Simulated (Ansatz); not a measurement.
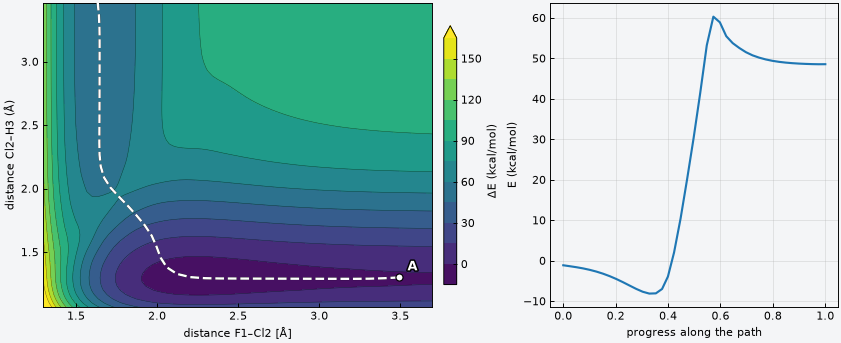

The system F + ClH, spin multiplicity 2. First axis: distance F1–Cl2. Second axis: distance Cl2–H3. Nothing is relaxed (the angle F1–Cl2–H3 is fixed at 100 degrees). The scan uses a 17 × 17 grid. Points are written as (first, second). Energies are in kcal/mol, from F far from the relaxed ClH (each part in its own basis). In part of the range the unrestricted reference is strongly spin-contaminated. Method: UKS PBE0-D4/def2-SVPD in Ansatz.

The picture shows filled contours, a line along the lowest path, one colour for all values above the top of the scale, the energy along the path at the right, the start A. Between grid points the surface is interpolated.

> Describe the path and its barrier.

The easiest path runs from the side where the first distance is long, about (3.49 Å, 1.30 Å), to the side where the second distance is long, about (1.63 Å, 3.46 Å). Its highest point, at about (1.77 Å, 1.93 Å), lies about 61 kcal/mol above the start and 12 kcal/mol above the end on the interpolated surface. An end on the edge of the scan is no minimum, so the barrier from there is a lower bound. On the way it dips to about 7 kcal/mol below the lower end.
